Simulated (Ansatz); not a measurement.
Base system: BeSe in the zinc blende structure (space group F-43m, No. 216; a = 5.178 Å).

One thing is altered: an isotropic linear strain of −1.00 %; the atoms relax in the strained cell.

Computed with PBE (Ansatz, a quantum-chemistry and plane-wave program, PAW, no spin-orbit coupling).

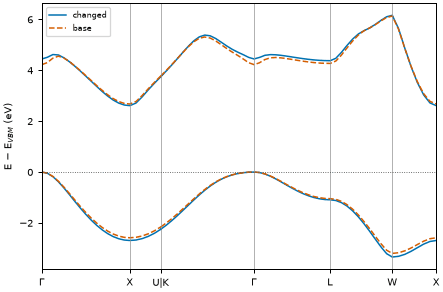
Figure. Highest valence and lowest conduction band along the path, each from its own valence-band maximum

### Question
From the figure, how large is the changed gap, and is it direct?

### Answer
About 2.6 eV, indirect, Γ → X.

No phonon test of stability was made.
